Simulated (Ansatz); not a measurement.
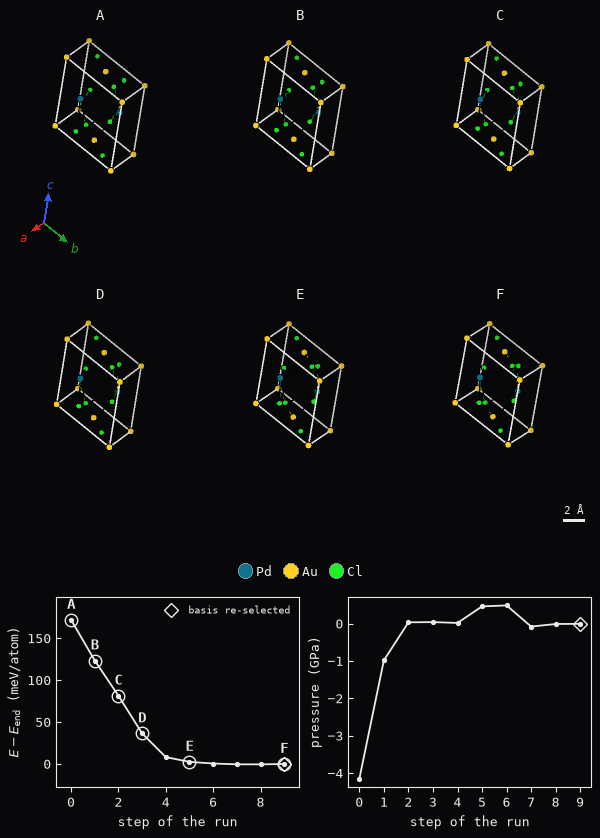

Frames of a relaxation of solid PdAuCl3 (built on the SrTiO3-140 type type), marked on the history of the run. The picture is a ball-and-stick view of the cell of the calculation, seen slightly off an axis.

Level of theory: Ansatz, DFT, PBEsol, plane waves, PAW.

Input
```yaml
crystal:
  lattice:
    - [-3.55677203, 3.55677203, 5.05290672]
    - [3.55677203, -3.55677203, 5.05290672]
    - [3.55677203, 3.55677203, -5.05290672]
  atoms:
    - { symbol: Pd, position: [0.75, 0.25, 0.5] }
    - { symbol: Pd, position: [0.25, 0.75, 0.5] }
    - { symbol: Au, position: [0.0, 0.0, 0.0] }
    - { symbol: Au, position: [0.5, 0.5, 0.0] }
    - { symbol: Cl, position: [0.77095745, 0.27095745, 0.0419149] }
    - { symbol: Cl, position: [0.27095745, 0.22904255, 0.5] }
    - { symbol: Cl, position: [0.72904255, 0.77095745, 0.5] }
    - { symbol: Cl, position: [0.22904255, 0.72904255, 0.9580851] }
    - { symbol: Cl, position: [0.75, 0.75, 0.0] }
    - { symbol: Cl, position: [0.25, 0.25, 0.0] }
kpoints:
  mp_grid: { grid: [4, 4, 4] }
hamiltonian:
  xc: pbesol
scf:
  occupations: { method: fermi_dirac, width: 0.03 }
relax:
  f_tol: 0.01
  cell: {}
  max_steps: 120
```

Launched with:
```bash
ansatz run input.yaml --threads 4 --pin off --max-ram 4608MiB --backend cpu --events-out ev --progress --plain --runs-dir out
```

Describe the path.

The largest moves relative to the cell, 0.73 Å, are those of Cl5, Cl6, Cl7 and Cl8. Cl7 goes along [−1 1 0]. Pd and Au stay in place. Cell: a = b = c 7.130 → 6.711 Å (−5.9 %), α 120.2° → 118.4°, β 120.2° → 118.4°, γ 89.7° → 92.7°. Volume −14.6 %. Near-neighbour distances that change, for instance: Pd1–Cl5 3.419 → 2.758 Å, Pd1–Cl5 (another image) 3.717 → 4.079 Å, Au3–Cl10 2.526 → 2.316 Å, Pd1–Cl10 3.557 → 3.434 Å. Bond angles that change, for instance: Au3–Cl8–Au4 170.4° → 138.1°. The space group stays I4/mcm (No. 140). The energy falls by 172 meV per atom in 8 accepted moves (9 points after the start). The largest force component goes from 0.14 to 0.0011 eV/Å. The pressure goes from −4.15 to 0.00 GPa. The SCF was repeated once at an unchanged geometry on a basis and grid sized afresh for the cell, which shifted the energy by 0.4 meV per atom at most. From step 0 to 1: Cl atoms move most (0.10 Å), volume −8.4 %, energy −48.6 meV per atom. From step 1 to 2: Cl atoms move most (0.19 Å), volume −4.0 %, energy −42.0 meV per atom. From step 2 to 3: Cl atoms move most (0.18 Å), volume −2.5 %, energy −45.0 meV per atom. From step 3 to 5: Cl atoms move most (0.24 Å), volume −2.1 %, energy −33.9 meV per atom. From step 5 to 9: volume +1.8 %, energy −2.6 meV per atom.

| step | E − E(0), meV/atom | largest force component, eV/Å | pressure, GPa | volume, Å³/atom | note |
| --- | --- | --- | --- | --- | --- |
| 0 | 0.00 | 0.1426 | -4.15 | 25.569 |  |
| 1 | -48.57 | 0.2926 | -0.98 | 23.428 |  |
| 2 | -90.60 | 0.4316 | 0.04 | 22.491 |  |
| 3 | -135.65 | 0.3979 | 0.04 | 21.921 |  |
| 4 | -163.92 | 0.0514 | 0.02 | 21.522 |  |
| 5 | -169.58 | 0.0813 | 0.46 | 21.453 |  |
| 6 | -171.57 | 0.0395 | 0.49 | 21.813 |  |
| 7 | -172.55 | 0.0066 | -0.08 | 21.882 |  |
| 8 | -172.56 | 0.0011 | -0.01 | 21.847 |  |
| 9 | -172.14 | 0.0011 | 0.00 | 21.847 | same geometry, new basis |
